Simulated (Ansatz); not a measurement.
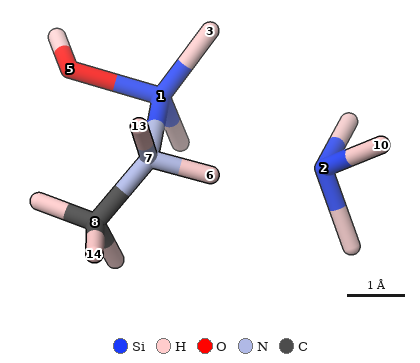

Fig. 1: The starting structure (stick view, seen at a tilt; atoms are numbered from 1 in the order of the input).

**Molecular dynamics, with input and output: CH$_{11}$NOSi$_{2}$ (part 1 of 3)**

The run: molecular dynamics of CH$_{11}$NOSi$_{2}$. Method and program: RKS revPBE/6-31G* (Ansatz 0.2.0).

It belongs to a series of runs on one base structure; here: dynamics from the highest image of the converged band. Figures and captions count atoms from 1; the log counts them from 0 in places.

What the program printed:
```
Engine: ansatz 0.2.0, x86_64-unknown-linux-gnu
Functional definition: revPBE
  parameter kappa = 1.245
  parameter beta = 0.06672455060314922
  exchange = pbe_x(kappa = kappa, mu = beta*pi^2/3)
  correlation = pbe_c(beta = beta)
1394 factors; their error is unknown
mean field evaluation 1: about -20492.1653 eV, gradient 6.9e1 eV
mean field evaluation 2: about -20464.5013 eV, gradient 1.3e2 eV
mean field evaluation 4: about -20501.5844 eV, gradient 7.9e0 eV
mean field evaluation 8: about -20501.7210 eV, gradient 2.2e-1 eV
mean field evaluation 16: about -20501.6124 eV, gradient 4.6e-4 eV
mean field -20501.61240929 eV, -753.4203595496 hartree, gradient 1.9e-5 eV, S^2 0.000000; 0 other end points of the search recorded, 0 dependent functions left out
the calculation of the forces begins
reference -20501.61246225 eV, -753.4203614957 hartree; 30, 30 occupied and 75, 75 virtual orbitals, 1394 factors
md step     0: t =     0.00 fs  T =   300.0 K  F+E_penalty+E_count = -20501.61240929 eV  E_kin = 0.542892 eV  conserved = -20501.06951730 eV  (29 SCF iters)
these checks for a lower state are left out or cut short: starts, cluster_reference, orbital_swaps, neighbouring_geometries, increment
1394 factors; their error is unknown
mean field -20501.60157351 eV, -753.4199613419 hartree, gradient 2.6e-5 eV, S^2 0.000000; 0 other end points of the search recorded, 0 dependent functions left out
the calculation of the forces begins
reference -20501.60162653 eV, -753.4199632903 hartree; 30, 30 occupied and 75, 75 virtual orbitals, 1394 factors
md step     1: t =     0.50 fs  T =   294.1 K  F+E_penalty+E_count = -20501.60157351 eV  E_kin = 0.532165 eV  conserved = -20501.06940881 eV  (30 SCF iters)
[... from here on the SCF iterations and repeated set-up lines of each step are left out, up to the last step ...]
md step     2: t =     1.00 fs  T =   277.6 K  F+E_penalty+E_count = -20501.57129460 eV  E_kin = 0.502330 eV  conserved = -20501.06896460 eV  (30 SCF iters)
md step     3: t =     1.50 fs  T =   254.4 K  F+E_penalty+E_count = -20501.52872770 eV  E_kin = 0.460382 eV  conserved = -20501.06834612 eV  (30 SCF iters)
md step     4: t =     2.00 fs  T =   229.8 K  F+E_penalty+E_count = -20501.48361791 eV  E_kin = 0.415805 eV  conserved = -20501.06781297 eV  (30 SCF iters)
md step     5: t =     2.50 fs  T =   208.2 K  F+E_penalty+E_count = -20501.44435485 eV  E_kin = 0.376792 eV  conserved = -20501.06756252 eV  (30 SCF iters)
md step     6: t =     3.00 fs  T =   192.0 K  F+E_penalty+E_count = -20501.41498642 eV  E_kin = 0.347382 eV  conserved = -20501.06760397 eV  (31 SCF iters)
md step     7: t =     3.50 fs  T =   180.8 K  F+E_penalty+E_count = -20501.39501763 eV  E_kin = 0.327226 eV  conserved = -20501.06779160 eV  (30 SCF iters)
md step     8: t =     4.00 fs  T =   173.3 K  F+E_penalty+E_count = -20501.38154620 eV  E_kin = 0.313579 eV  conserved = -20501.06796717 eV  (30 SCF iters)
md step     9: t =     4.50 fs  T =   167.8 K  F+E_penalty+E_count = -20501.37168774 eV  E_kin = 0.303628 eV  conserved = -20501.06805994 eV  (30 SCF iters)
md step    10: t =     5.00 fs  T =   163.4 K  F+E_penalty+E_count = -20501.36377527 eV  E_kin = 0.295694 eV  conserved = -20501.06808079 eV  (30 SCF iters)
md step    11: t =     5.50 fs  T =   159.8 K  F+E_penalty+E_count = -20501.35731020 eV  E_kin = 0.289243 eV  conserved = -20501.06806675 eV  (31 SCF iters)
md step    12: t =     6.00 fs  T =   157.1 K  F+E_penalty+E_count = -20501.35242510 eV  E_kin = 0.284380 eV  conserved = -20501.06804533 eV  (32 SCF iters)
md step    13: t =     6.50 fs  T =   155.5 K  F+E_penalty+E_count = -20501.34942964 eV  E_kin = 0.281400 eV  conserved = -20501.06802947 eV  (32 SCF iters)
md step    14: t =     7.00 fs  T =   155.0 K  F+E_penalty+E_count = -20501.34854115 eV  E_kin = 0.280509 eV  conserved = -20501.06803224 eV  (32 SCF iters)
md step    15: t =     7.50 fs  T =   155.6 K  F+E_penalty+E_count = -20501.34963584 eV  E_kin = 0.281561 eV  conserved = -20501.06807518 eV  (32 SCF iters)
md step    16: t =     8.00 fs  T =   156.8 K  F+E_penalty+E_count = -20501.35193783 eV  E_kin = 0.283764 eV  conserved = -20501.06817360 eV  (32 SCF iters)
md step    17: t =     8.50 fs  T =   157.8 K  F+E_penalty+E_count = -20501.35384646 eV  E_kin = 0.285536 eV  conserved = -20501.06831023 eV  (32 SCF iters)
md step    18: t =     9.00 fs  T =   157.4 K  F+E_penalty+E_count = -20501.35328056 eV  E_kin = 0.284863 eV  conserved = -20501.06841718 eV  (30 SCF iters)
md step    19: t =     9.50 fs  T =   154.9 K  F+E_penalty+E_count = -20501.34874867 eV  E_kin = 0.280348 eV  conserved = -20501.06840100 eV  (31 SCF iters)
md step    20: t =    10.00 fs  T =   150.6 K  F+E_penalty+E_count = -20501.34072167 eV  E_kin = 0.272507 eV  conserved = -20501.06821490 eV  (30 SCF iters)
md step    21: t =    10.50 fs  T =   146.0 K  F+E_penalty+E_count = -20501.33221601 eV  E_kin = 0.264283 eV  conserved = -20501.06793267 eV  (30 SCF iters)
md step    22: t =    11.00 fs  T =   143.6 K  F+E_penalty+E_count = -20501.32759433 eV  E_kin = 0.259866 eV  conserved = -20501.06772838 eV  (31 SCF iters)
md step    23: t =    11.50 fs  T =   144.9 K  F+E_penalty+E_count = -20501.32995920 eV  E_kin = 0.262217 eV  conserved = -20501.06774264 eV  (30 SCF iters)
md step    24: t =    12.00 fs  T =   149.8 K  F+E_penalty+E_count = -20501.33908507 eV  E_kin = 0.271126 eV  conserved = -20501.06795881 eV  (30 SCF iters)
md step    25: t =    12.50 fs  T =   156.6 K  F+E_penalty+E_count = -20501.35166611 eV  E_kin = 0.283444 eV  conserved = -20501.06822165 eV  (29 SCF iters)
md step    26: t =    13.00 fs  T =   163.1 K  F+E_penalty+E_count = -20501.36360177 eV  E_kin = 0.295225 eV  conserved = -20501.06837647 eV  (30 SCF iters)
md step    27: t =    13.50 fs  T =   168.0 K  F+E_penalty+E_count = -20501.37234799 eV  E_kin = 0.303974 eV  conserved = -20501.06837350 eV  (30 SCF iters)
md step    28: t =    14.00 fs  T =   171.0 K  F+E_penalty+E_count = -20501.37776288 eV  E_kin = 0.309498 eV  conserved = -20501.06826532 eV  (31 SCF iters)
md step    29: t =    14.50 fs  T =   173.1 K  F+E_penalty+E_count = -20501.38139177 eV  E_kin = 0.313249 eV  conserved = -20501.06814298 eV  (31 SCF iters)
md step    30: t =    15.00 fs  T =   175.2 K  F+E_penalty+E_count = -20501.38509075 eV  E_kin = 0.317010 eV  conserved = -20501.06808083 eV  (32 SCF iters)
md step    31: t =    15.50 fs  T =   177.8 K  F+E_penalty+E_count = -20501.38985097 eV  E_kin = 0.321738 eV  conserved = -20501.06811251 eV  (32 SCF iters)
md step    32: t =    16.00 fs  T =   180.7 K  F+E_penalty+E_count = -20501.39523368 eV  E_kin = 0.327003 eV  conserved = -20501.06823036 eV  (31 SCF iters)
md step    33: t =    16.50 fs  T =   182.9 K  F+E_penalty+E_count = -20501.39945771 eV  E_kin = 0.331062 eV  conserved = -20501.06839564 eV  (29 SCF iters)
md step    34: t =    17.00 fs  T =   183.2 K  F+E_penalty+E_count = -20501.40001951 eV  E_kin = 0.331474 eV  conserved = -20501.06854555 eV  (31 SCF iters)
md step    35: t =    17.50 fs  T =   180.2 K  F+E_penalty+E_count = -20501.39470795 eV  E_kin = 0.326106 eV  conserved = -20501.06860219 eV  (31 SCF iters)
md step    36: t =    18.00 fs  T =   173.7 K  F+E_penalty+E_count = -20501.38283931 eV  E_kin = 0.314347 eV  conserved = -20501.06849276 eV  (31 SCF iters)
md step    37: t =    18.50 fs  T =   164.8 K  F+E_penalty+E_count = -20501.36637771 eV  E_kin = 0.298192 eV  conserved = -20501.06818609 eV  (31 SCF iters)
md step    38: t =    19.00 fs  T =   156.2 K  F+E_penalty+E_count = -20501.35033249 eV  E_kin = 0.282587 eV  conserved = -20501.06774538 eV  (31 SCF iters)
md step    39: t =    19.50 fs  T =   151.6 K  F+E_penalty+E_count = -20501.34165686 eV  E_kin = 0.274302 eV  conserved = -20501.06735478 eV  (30 SCF iters)
md step    40: t =    20.00 fs  T =   154.2 K  F+E_penalty+E_count = -20501.34636899 eV  E_kin = 0.279122 eV  conserved = -20501.06724740 eV  (30 SCF iters)
md step    41: t =    20.50 fs  T =   164.9 K  F+E_penalty+E_count = -20501.36603868 eV  E_kin = 0.298495 eV  conserved = -20501.06754394 eV  (30 SCF iters)
md step    42: t =    21.00 fs  T =   181.2 K  F+E_penalty+E_count = -20501.39602579 eV  E_kin = 0.327891 eV  conserved = -20501.06813494 eV  (31 SCF iters)
md step    43: t =    21.50 fs  T =   198.1 K  F+E_penalty+E_count = -20501.42714663 eV  E_kin = 0.358406 eV  conserved = -20501.06874062 eV  (31 SCF iters)
md step    44: t =    22.00 fs  T =   210.4 K  F+E_penalty+E_count = -20501.44987014 eV  E_kin = 0.380767 eV  conserved = -20501.06910317 eV  (31 SCF iters)
md step    45: t =    22.50 fs  T =   215.1 K  F+E_penalty+E_count = -20501.45828825 eV  E_kin = 0.389166 eV  conserved = -20501.06912184 eV  (31 SCF iters)
md step    46: t =    23.00 fs  T =   211.6 K  F+E_penalty+E_count = -20501.45178934 eV  E_kin = 0.382935 eV  conserved = -20501.06885449 eV  (31 SCF iters)
md step    47: t =    23.50 fs  T =   202.2 K  F+E_penalty+E_count = -20501.43429795 eV  E_kin = 0.365859 eV  conserved = -20501.06843929 eV  (31 SCF iters)
md step    48: t =    24.00 fs  T =   190.2 K  F+E_penalty+E_count = -20501.41218304 eV  E_kin = 0.344163 eV  conserved = -20501.06802022 eV  (31 SCF iters)
md step    49: t =    24.50 fs  T =   179.2 K  F+E_penalty+E_count = -20501.39197703 eV  E_kin = 0.324267 eV  conserved = -20501.06770973 eV  (31 SCF iters)
md step    50: t =    25.00 fs  T =   171.8 K  F+E_penalty+E_count = -20501.37855264 eV  E_kin = 0.310976 eV  conserved = -20501.06757635 eV  (30 SCF iters)
md step    51: t =    25.50 fs  T =   169.3 K  F+E_penalty+E_count = -20501.37400175 eV  E_kin = 0.306361 eV  conserved = -20501.06764117 eV  (30 SCF iters)
md step    52: t =    26.00 fs  T =   171.0 K  F+E_penalty+E_count = -20501.37730246 eV  E_kin = 0.309428 eV  conserved = -20501.06787446 eV  (30 SCF iters)
md step    53: t =    26.50 fs  T =   175.0 K  F+E_penalty+E_count = -20501.38484303 eV  E_kin = 0.316655 eV  conserved = -20501.06818849 eV  (31 SCF iters)
md step    54: t =    27.00 fs  T =   178.7 K  F+E_penalty+E_count = -20501.39184139 eV  E_kin = 0.323390 eV  conserved = -20501.06845163 eV  (31 SCF iters)
md step    55: t =    27.50 fs  T =   180.1 K  F+E_penalty+E_count = -20501.39441827 eV  E_kin = 0.325887 eV  conserved = -20501.06853083 eV  (31 SCF iters)
md step    56: t =    28.00 fs  T =   178.6 K  F+E_penalty+E_count = -20501.39159100 eV  E_kin = 0.323218 eV  conserved = -20501.06837300 eV  (31 SCF iters)
md step    57: t =    28.50 fs  T =   175.7 K  F+E_penalty+E_count = -20501.38598378 eV  E_kin = 0.317917 eV  conserved = -20501.06806679 eV  (31 SCF iters)
md step    58: t =    29.00 fs  T =   173.8 K  F+E_penalty+E_count = -20501.38239305 eV  E_kin = 0.314583 eV  conserved = -20501.06781041 eV  (30 SCF iters)
md step    59: t =    29.50 fs  T =   175.2 K  F+E_penalty+E_count = -20501.38479801 eV  E_kin = 0.317032 eV  conserved = -20501.06776646 eV  (30 SCF iters)
md step    60: t =    30.00 fs  T =   180.1 K  F+E_penalty+E_count = -20501.39392966 eV  E_kin = 0.325991 eV  conserved = -20501.06793915 eV  (31 SCF iters)
md step    61: t =    30.50 fs  T =   187.3 K  F+E_penalty+E_count = -20501.40716465 eV  E_kin = 0.338965 eV  conserved = -20501.06820001 eV  (31 SCF iters)
md step    62: t =    31.00 fs  T =   194.5 K  F+E_penalty+E_count = -20501.42040948 eV  E_kin = 0.351995 eV  conserved = -20501.06841452 eV  (30 SCF iters)
md step    63: t =    31.50 fs  T =   199.8 K  F+E_penalty+E_count = -20501.43017818 eV  E_kin = 0.361654 eV  conserved = -20501.06852395 eV  (30 SCF iters)
md step    64: t =    32.00 fs  T =   202.3 K  F+E_penalty+E_count = -20501.43461217 eV  E_kin = 0.366080 eV  conserved = -20501.06853264 eV  (31 SCF iters)
md step    65: t =    32.50 fs  T =   201.7 K  F+E_penalty+E_count = -20501.43349966 eV  E_kin = 0.365032 eV  conserved = -20501.06846780 eV  (32 SCF iters)
md step    66: t =    33.00 fs  T =   198.7 K  F+E_penalty+E_count = -20501.42787132 eV  E_kin = 0.359514 eV  conserved = -20501.06835694 eV  (32 SCF iters)
md step    67: t =    33.50 fs  T =   194.1 K  F+E_penalty+E_count = -20501.41952122 eV  E_kin = 0.351290 eV  conserved = -20501.06823101 eV  (32 SCF iters)
md step    68: t =    34.00 fs  T =   189.2 K  F+E_penalty+E_count = -20501.41047807 eV  E_kin = 0.342352 eV  conserved = -20501.06812558 eV  (32 SCF iters)
md step    69: t =    34.50 fs  T =   184.8 K  F+E_penalty+E_count = -20501.40242940 eV  E_kin = 0.334356 eV  conserved = -20501.06807300 eV  (32 SCF iters)
md step    70: t =    35.00 fs  T =   181.3 K  F+E_penalty+E_count = -20501.39623347 eV  E_kin = 0.328149 eV  conserved = -20501.06808472 eV  (32 SCF iters)
md step    71: t =    35.50 fs  T =   178.8 K  F+E_penalty+E_count = -20501.39177083 eV  E_kin = 0.323633 eV  conserved = -20501.06813789 eV  (31 SCF iters)
md step    72: t =    36.00 fs  T =   176.9 K  F+E_penalty+E_count = -20501.38833772 eV  E_kin = 0.320164 eV  conserved = -20501.06817412 eV  (30 SCF iters)
md step    73: t =    36.50 fs  T =   175.4 K  F+E_penalty+E_count = -20501.38554041 eV  E_kin = 0.317409 eV  conserved = -20501.06813102 eV  (30 SCF iters)
md step    74: t =    37.00 fs  T =   174.7 K  F+E_penalty+E_count = -20501.38418829 eV  E_kin = 0.316187 eV  conserved = -20501.06800144 eV  (31 SCF iters)
md step    75: t =    37.50 fs  T =   176.0 K  F+E_penalty+E_count = -20501.38632016 eV  E_kin = 0.318446 eV  conserved = -20501.06787410 eV  (31 SCF iters)
md step    76: t =    38.00 fs  T =   180.1 K  F+E_penalty+E_count = -20501.39381978 eV  E_kin = 0.325928 eV  conserved = -20501.06789186 eV  (31 SCF iters)
md step    77: t =    38.50 fs  T =   186.9 K  F+E_penalty+E_count = -20501.40632367 eV  E_kin = 0.338202 eV  conserved = -20501.06812118 eV  (31 SCF iters)
md step    78: t =    39.00 fs  T =   194.4 K  F+E_penalty+E_count = -20501.42031131 eV  E_kin = 0.351855 eV  conserved = -20501.06845585 eV  (31 SCF iters)
md step    79: t =    39.50 fs  T =   200.0 K  F+E_penalty+E_count = -20501.43069685 eV  E_kin = 0.362015 eV  conserved = -20501.06868143 eV  (30 SCF iters)
md step    80: t =    40.00 fs  T =   201.9 K  F+E_penalty+E_count = -20501.43400492 eV  E_kin = 0.365363 eV  conserved = -20501.06864149 eV  (32 SCF iters)
md step    81: t =    40.50 fs  T =   200.2 K  F+E_penalty+E_count = -20501.43072226 eV  E_kin = 0.362374 eV  conserved = -20501.06834840 eV  (32 SCF iters)
md step    82: t =    41.00 fs  T =   197.4 K  F+E_penalty+E_count = -20501.42517759 eV  E_kin = 0.357221 eV  conserved = -20501.06795651 eV  (32 SCF iters)
md step    83: t =    41.50 fs  T =   196.5 K  F+E_penalty+E_count = -20501.42326300 eV  E_kin = 0.355609 eV  conserved = -20501.06765427 eV  (32 SCF iters)
md step    84: t =    42.00 fs  T =   200.0 K  F+E_penalty+E_count = -20501.42957699 eV  E_kin = 0.362013 eV  conserved = -20501.06756399 eV  (32 SCF iters)
md step    85: t =    42.50 fs  T =   208.8 K  F+E_penalty+E_count = -20501.44551596 eV  E_kin = 0.377815 eV  conserved = -20501.06770116 eV  (32 SCF iters)
md step    86: t =    43.00 fs  T =   221.6 K  F+E_penalty+E_count = -20501.46896056 eV  E_kin = 0.400963 eV  conserved = -20501.06799773 eV  (32 SCF iters)
md step    87: t =    43.50 fs  T =   235.9 K  F+E_penalty+E_count = -20501.49526610 eV  E_kin = 0.426913 eV  conserved = -20501.06835299 eV  (32 SCF iters)
md step    88: t =    44.00 fs  T =   248.8 K  F+E_penalty+E_count = -20501.51883013 eV  E_kin = 0.450159 eV  conserved = -20501.06867124 eV  (31 SCF iters)
md step    89: t =    44.50 fs  T =   257.4 K  F+E_penalty+E_count = -20501.53464391 eV  E_kin = 0.465771 eV  conserved = -20501.06887328 eV  (31 SCF iters)
md step    90: t =    45.00 fs  T =   260.1 K  F+E_penalty+E_count = -20501.53960554 eV  E_kin = 0.470711 eV  conserved = -20501.06889448 eV  (31 SCF iters)
md step    91: t =    45.50 fs  T =   256.9 K  F+E_penalty+E_count = -20501.53356532 eV  E_kin = 0.464870 eV  conserved = -20501.06869491 eV  (30 SCF iters)
md step    92: t =    46.00 fs  T =   249.5 K  F+E_penalty+E_count = -20501.51988507 eV  E_kin = 0.451585 eV  conserved = -20501.06830040 eV  (31 SCF iters)
md step    93: t =    46.50 fs  T =   241.5 K  F+E_penalty+E_count = -20501.50490727 eV  E_kin = 0.437063 eV  conserved = -20501.06784425 eV  (31 SCF iters)
md step    94: t =    47.00 fs  T =   236.7 K  F+E_penalty+E_count = -20501.49580012 eV  E_kin = 0.428260 eV  conserved = -20501.06754041 eV  (31 SCF iters)
md step    95: t =    47.50 fs  T =   237.5 K  F+E_penalty+E_count = -20501.49727416 eV  E_kin = 0.429713 eV  conserved = -20501.06756091 eV  (31 SCF iters)
md step    96: t =    48.00 fs  T =   243.8 K  F+E_penalty+E_count = -20501.50902939 eV  E_kin = 0.441128 eV  conserved = -20501.06790147 eV  (31 SCF iters)
md step    97: t =    48.50 fs  T =   252.8 K  F+E_penalty+E_count = -20501.52585096 eV  E_kin = 0.457476 eV  conserved = -20501.06837534 eV  (30 SCF iters)
```
